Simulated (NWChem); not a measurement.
**One shape, several levels: TlCl (SMILES [Cl][Tl])**

Wanted: a comparison of 6 runs (B2PLYP/def2-TZVPP, B3LYP/def2-TZVPP, BHLYP/def2-TZVPP, CAM-B3LYP/def2-TZVPP, M06-2X/def2-TZVPP, wB97X/def2-TZVPP) of TlCl. 

Program for the calculation: NWChem 7.3.0.

2 further runs of the same task are left out: 2 set aside as unsound or not needed.

**1. The molecule**

TlCl has 2 atoms, charge 0, and is taken as a singlet. As SMILES, `[Cl][Tl]`. The bond length is the measured one.

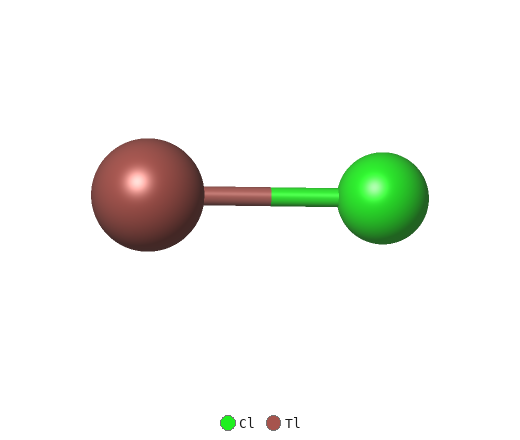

The structure, seen from a chosen angle (chlorine green, thallium brown).

**2. A single-point energy at B2PLYP/def2-TZVPP (core potential) (run 1)**

mol.nw

```
start mol
title "TlCl"
memory total 2200 mb
charge 0

geometry units bohr noautosym nocenter noautoz
   Cl  0.00000000  0.00000000  0.00000000
   Tl  0.00000000  0.00000000  4.69564061
end

basis spherical bse
   * library def2-TZVPP
end

ecp bse
   Tl library def2-TZVPP
end

dft
   xc hfexch 0.53 becke88 0.47 lyp 0.73 mp2 0.27
   dftmp2 semidirect
   grid fine
   convergence energy 1e-08
   iterations 100
   mulliken
   noprint "final vectors analysis"
end

mp2
   freeze core 9
end

task dft energy
```

Started as:

```sh
$ nwchem mol.nw > mol.out
```

The log of the run:

```text
[...]
          Wavefunction type:  closed shell.
          No. of atoms     :     2
          No. of electrons :    38
[...]
          Charge           :     0
          Spin multiplicity:     1
[...]
          AO basis - number of functions:    92
[...]
              XC Information
              --------------
                     Hartree-Fock (Exact) Exchange  0.530
                    Becke 1988 Exchange Functional  0.470
              Lee-Yang-Parr Correlation Functional  0.730
[...]
 d= 0,ls=0.0,diis     1   -632.2378830472 -7.08D+02  1.04D-02  3.49D-01     2.0
[...]
 d= 0,ls=0.0,diis     9   -632.2792550855 -6.82D-09  8.17D-07  3.63D-09    12.3
         Total DFT energy =     -632.279255085515
      One electron energy =    -1089.866889936252
           Coulomb energy =      424.296084878055
    Exchange-Corr. energy =      -42.736415038038
 Nuclear repulsion energy =       76.027965010721
[...]
      Total Density - Mulliken Population Analysis
     ---------------------------------------------
    Atom       Charge   Shell Charges
 -----------   ------   -------------------------------------------------------
    1 Cl  17    17.53   2.01  0.44  1.52  1.11  0.86  4.19  1.68  1.12  2.78  1.80  0.00  0.00  0.01  0.00
    2 Tl  21    20.47   0.06 -0.58  1.80  0.73  1.17  0.76 -0.56  6.52  0.20  0.25  0.04  9.01  0.96  0.08  0.00  0.02
[...]
  Basis functions       =     92
[...]
```

Run time: 16 s. Hardware: 1 thread of Intel Xeon Platinum 8488C (Sapphire Rapids), shared host; peak memory 0.22 GiB.

**3. Energy and gradient at B3LYP/def2-TZVPP (core potential) (run 2)**

struct.nw

```
START struct
memory total 2200 mb
charge 0

GEOMETRY units bohr noautosym nocenter noautoz
Cl     0.00000000     0.00000000     0.00000000
Tl     0.00000000     0.00000000     4.69564061
END

BASIS spherical bse
* library def2-TZVPP
END

ECP bse
Tl library def2-TZVPP
END

DFT
xc b3lyp
grid fine
convergence energy 1e-08
iterations 100
mulliken
END

TASK dft gradient
```

Started as:

```sh
$ nwchem struct.nw > struct.out
```

The log of the run:

```text
[...]
          Wavefunction type:  closed shell.
          No. of atoms     :     2
          No. of electrons :    38
[...]
          Charge           :     0
          Spin multiplicity:     1
[...]
          AO basis - number of functions:    92
[...]
              XC Information
              --------------
                         B3LYP Method XC Potential
                     Hartree-Fock (Exact) Exchange  0.200
                        Slater Exchange Functional  0.800 local
                    Becke 1988 Exchange Functional  0.720 non-local
              Lee-Yang-Parr Correlation Functional  0.810
                  VWN I RPA Correlation Functional  0.190 local
[...]
 d= 0,ls=0.0,diis     1   -632.8379039498 -7.09D+02  1.55D-02  7.17D-01     1.9
[...]
 d= 0,ls=0.0,diis    11   -632.8918876524 -3.37D-10  8.47D-08  8.71D-11    14.5
         Total DFT energy =     -632.891887652379
      One electron energy =    -1089.884866329390
           Coulomb energy =      424.289803214005
    Exchange-Corr. energy =      -43.324789547715
 Nuclear repulsion energy =       76.027965010721
[...]
      Total Density - Mulliken Population Analysis
     ---------------------------------------------
    Atom       Charge   Shell Charges
 -----------   ------   -------------------------------------------------------
    1 Cl  17    17.48   2.01  0.43  1.52  1.14  0.84  4.19  1.67  1.15  2.74  1.77  0.00  0.00  0.01  0.00
    2 Tl  21    20.52   0.06 -0.59  1.85  0.70  1.22  0.71 -0.56  6.55  0.20  0.27  0.05  8.95  1.02  0.08  0.00  0.02
[...]
  wavefunction    = closed shell
                         DFT ENERGY GRADIENTS
    atom               coordinates                        gradient
                 x          y          z           x          y          z
   1 Cl      0.000000   0.000000   0.000000   -0.000000   0.000000   0.008287
   2 Tl      0.000000   0.000000   4.695641    0.000000  -0.000000  -0.008287
[...]
```

It took 22 s on 1 thread of Intel Xeon Platinum 8488C (Sapphire Rapids), shared host; peak memory 0.12 GiB.

Runs 3 to 5 aren't shown in full; the table further down has their settings and results.

**4. Energy and gradient at wB97X/def2-TZVPP (core potential) (run 6)**

run.py

```python
from ase import Atoms
from ase.calculators.nwchem import NWChem

molecule = Atoms(['Cl', 'Tl'], positions=[
    [0.000000, 0.000000, 0.000000],
    [0.000000, 0.000000, 2.484826],
])

calc = NWChem(
    label='cltl',
    theory='dft',
    memory='2200 mb',
    basis='def2-TZVPP',
    basispar='spherical bse',
    dft={'xc': 'wb97x', 'mult': '1', 'grid': 'fine', 'convergence': 'energy 1e-08', 'iterations': '100', 'mulliken': None},
    **{'ecp bse': {'Tl library': 'def2-TZVPP'}},
)
molecule.calc = calc

forces = molecule.get_forces()
e = molecule.get_potential_energy()
print(f"E = {e:.6f} eV")
print("forces (eV/A):")
for s, f in zip(molecule.symbols, forces):
    print(f"{s:2s} {f[0]:10.5f} {f[1]:10.5f} {f[2]:10.5f}")
print("dipole (e A):", molecule.get_dipole_moment().round(4))
```

Started as:

```sh
$ export ASE_NWCHEM_COMMAND="nwchem PREFIX.nwi > PREFIX.nwo"
$ python run.py
```

The log of the run:

```text
E = -17220.464480 eV
forces (eV/A):
Cl    0.00000   -0.00000   -0.16327
Tl   -0.00000    0.00000    0.16327
dipole (e A): [ 0.     -0.      0.9385]
```

The calculator wrote cltl.nwi:

```
title "cltl"

permanent_dir cltl

scratch_dir cltl

start cltl

geometry units angstrom nocenter noautosym noautoz
  Cl 0.0000000000000000e+00 0.0000000000000000e+00 0.0000000000000000e+00
  Tl 0.0000000000000000e+00 0.0000000000000000e+00 2.4848260000000000e+00
end

memory 2200 mb

basis spherical bse noprint
   * library def2-TZVPP
end

dft
  xc wb97x
  mult 1
  grid fine
  convergence energy 1e-08
  iterations 100
  mulliken
end
ecp bse
  Tl library def2-TZVPP
end

task dft gradient
```

cltl.nwo:

```text
Northwest Computational Chemistry Package (NWChem) 7.3.0
             --------------------------------------------------------

           Job information
           ---------------

    nwchem branch   = 7.3.0
    use scalapack   = T
    input           = cltl.nwi
    prefix          = cltl.
    data base       = cltl/cltl.db
    status          = startup
    nproc           =        1

           Memory information
           ------------------

    heap     =     72089594 doubles =      550.0 Mbytes
    stack    =     72089599 doubles =      550.0 Mbytes
    global   =    144179200 doubles =     1100.0 Mbytes (distinct from heap & stack)
    total    =    288358393 doubles =     2200.0 Mbytes
    verify   = yes
    hardfail = no

           Directory information
           ---------------------

  0 permanent = cltl
  0 scratch   = cltl

                                NWChem Input Module
                                -------------------

                                       cltl
                                       ----

[... 65 lines left out ...]
  convergence criterion.
[... 18 lines left out ...]
          Convergence on gradient requested:  5.00D-04
[... 30 lines left out ...]
          Convergence aids based upon iterative change in
[... 28 lines left out ...]
 1-e energy   =   -1088.177899
[... 38 lines left out ...]
         Total DFT energy =     -632.840402347366
[... 2 lines left out ...]
    Exchange-Corr. energy =      -43.292771406160
[... 736 lines left out ...]
          Convergence on energy requested:  1.00D-08
[... 28 lines left out ...]
          Spatial weights used:  Erf1
[... 4 lines left out ...]
          total energy or number of iterations.
[... 18 lines left out ...]
  int_init: cando_txs set to always be  F
  intd_init: cando_txs set to always be  F

                            NWChem DFT Gradient Module
                            --------------------------

                                       cltl

  charge          =   0.00
  wavefunction    = closed shell

  int_init: cando_txs set to always be  F
  intd_init: cando_txs set to always be  F

                         DFT ENERGY GRADIENTS

    atom               coordinates                        gradient
                 x          y          z           x          y          z
   1 Cl      0.000000   0.000000   0.000000   -0.000000   0.000000   0.003175
   2 Tl      0.000000   0.000000   4.695640    0.000000  -0.000000  -0.003175

                 ----------------------------------------
                 |  Time  |  1-e(secs)   |  2-e(secs)   |
                 ----------------------------------------
                 |  CPU   |       0.02   |      25.34   |
                 ----------------------------------------
                 |  WALL  |       0.02   |      25.34   |
                 ----------------------------------------

 Task  times  cpu:       69.7s     wall:       69.7s
 Total times  cpu:       69.7s     wall:       69.7s
```

It took 71 s on 1 thread of Intel Xeon Platinum 8488C (Sapphire Rapids), shared host; peak memory 0.15 GiB.

**5. All runs side by side**

| run | level | task | frozen core orbitals | energy (Eh) | dipole moment (D) | wall time |
| --- | --- | --- | --- | --- | --- | --- |
| 1 | B2PLYP/def2-TZVPP (core potential) | energy | 9 | -632.457254 | 4.52 | 16 s |
| 2 | B3LYP/def2-TZVPP (core potential) | gradient | – | -632.891888 | 4.30 | 22 s |
| 3 | BHLYP/def2-TZVPP (core potential) | gradient | – | -632.686678 | 4.53 | 20 s |
| 4 | CAM-B3LYP/def2-TZVPP (core potential) | gradient | – | -632.787811 | 4.43 | 67 s |
| 5 | M06-2X/def2-TZVPP (core potential) | gradient | – | -632.677566 | 4.70 | 23 s |
| 6 | wB97X/def2-TZVPP (core potential) | gradient | – | -632.840402 | 4.51 | 71 s |

**6. What came out**

| quantity | value |
| --- | --- |
| run 6: total energy | -632.84040 Eh |
| run 6: dipole moment | 4.51 D |
| run 6: HOMO energy | -9.62 eV |
| run 6: LUMO energy | -0.07 eV |
| run 6: HOMO–LUMO gap | 9.54 eV |
| run 6: largest force on an atom | 0.163 eV/Å |

What this shows: The dipole moment (its size) runs from 4.30 D (B3LYP/def2-TZVPP) to 4.70 D (M06-2X/def2-TZVPP). Over runs 2, 3, 4, 5, 6 the HOMO–LUMO gap runs from 5.26 eV (B3LYP/def2-TZVPP) to 9.54 eV (wB97X/def2-TZVPP). Totals of different functionals can't be ranked against each other. All runs together took 3.7 min, the longest 71 s.
